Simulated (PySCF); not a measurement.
**F3Ga, SMILES `F[Ga](F)F`: what the electrons do**

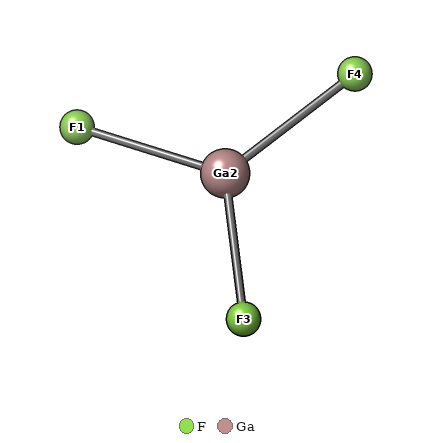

The molecule, with its atoms numbered as below. No frequency check shows the geometry to be a minimum.

Coordinates in Å:

```
F1       1.4087   -1.0081    0.0000
Ga2      0.0001    0.0000    0.0000
F3       0.1685    1.7241    0.0000
F4      -1.5776   -0.7160    0.0000
```

## 1. Bonding charge

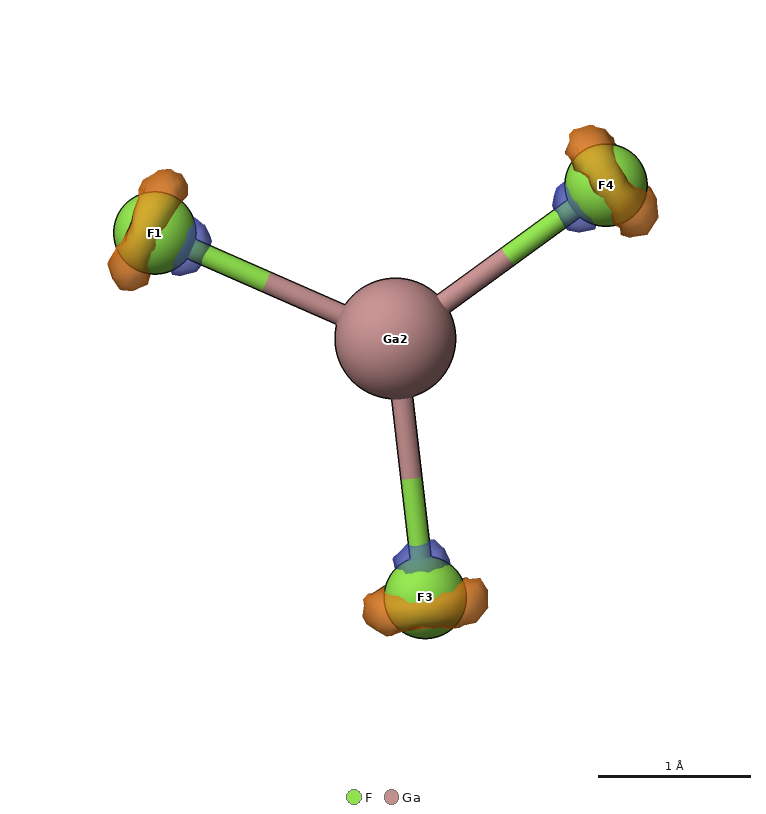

Deformation density (molecule less spherical, spin-averaged free atoms at the same positions), surfaces at ±0.3 e/Å³; orange: gain, blue: loss.

Computed with PySCF, B3LYP/def2-SVPD, geometry: GFN2-xTB.

Question: How much density has each bond gained at its critical point, relative to the free atoms?

Answer: F1–Ga2, Ga2–F3 and Ga2–F4: −0.01 e/Å³ at the bond critical point (bond length 1.73 Å); up to 0.6 Å beside the axis the gain reaches +0.13 e/Å³. In all, 1.1 electrons gather in the regions of gain relative to the promolecule. A small or negative value marks a very polar bond, one between electron-rich atoms, whose free-atom densities already overlap strongly, a long bond to a heavier atom, or a closed-shell contact such as a hydrogen bond.

Question: Where do the Hirshfeld charges lie?

Answer: The highest Hirshfeld charge is on Ga2 (+0.81 e), the lowest on F1, F3 and F4 (−0.27 e).

## 2. Bond critical points

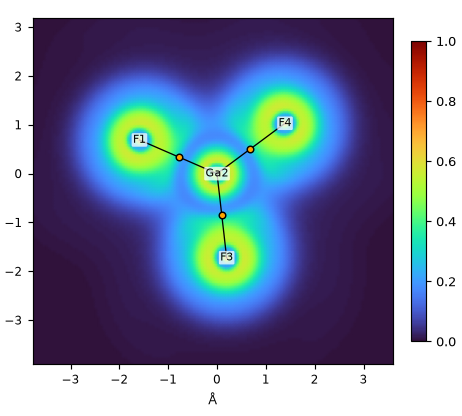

Localised orbital locator (LOL) in the molecular plane, with bond paths and bond critical points (dots).

Question: What values does LOL take at the bond critical points in this plane?

Answer: F1–Ga2, Ga2–F3 and Ga2–F4: about 0.27. Values above 0.5 mark slow, localised electrons, as in shared pairs; low values at a critical point mark a polar or closed-shell contact whose critical point lies between the shells.

## 3. Local ionisation energy

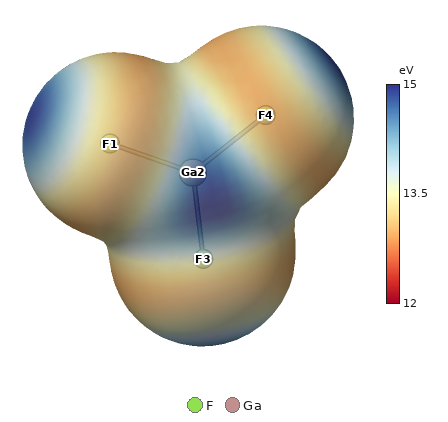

Average local ionisation energy on the surface of electron density 0.001 a.u.

Question: Locate the minima of the map.

Answer: The lowest value is 12.9 eV, 1.7 Å from F4, and at like points elsewhere. For comparison, the highest occupied orbital lies at −11.7 eV.

## 4. In an electric field

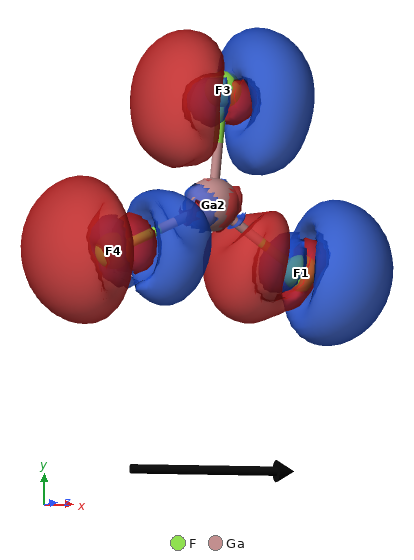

Change of the electron density in a uniform field of 0.21 V/Å along +x (arrow), surfaces at ±0.0008 e/Å³ (red: gain, blue: loss).

Method: B3LYP/def2-SVPD; geometry: GFN2-xTB; program: PySCF.

Question: What dipole is induced, and what polarisability does it imply?

Answer: The induced dipole is 0.27 D (along the field); α along this axis, from the fields in both directions, is 27 bohr³ (3.9 Å³).

Question: Which atoms gain and lose the most charge?

Answer: Electrons gather most on F4 (Hirshfeld charge changes by −0.010 e) and leave F1 most (+0.009 e); 0.027 electrons are displaced in all.

## 5. Removing or adding an electron

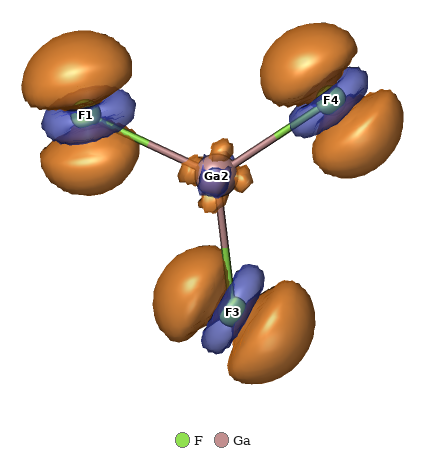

Fukui function f⁻ = ρ(N) − ρ(N−1) at fixed geometry, surfaces at ±0.04 e/Å³ (orange positive, blue negative).

PySCF calculation, B3LYP/def2-SVPD, gas phase; geometry: GFN2-xTB.

Question: On which atoms does the density change most on removal of an electron?

Answer: f⁻ (Hirshfeld-condensed) is largest on F1, F3 and F4 (0.25 each) and Ga2 (0.24); the vertical ionisation energy is 14.57 eV. Condensed values hint at sites of electrophilic attack but needn't mark the atom that reacts. Shares this close don't rank the sites. Orbital relaxation makes it negative in places (0.17 e in all).

```
atom     f⁻  charge
  F1  +0.26   −0.27
 Ga2  +0.24   +0.81
  F3  +0.26   −0.27
  F4  +0.24   −0.27
```
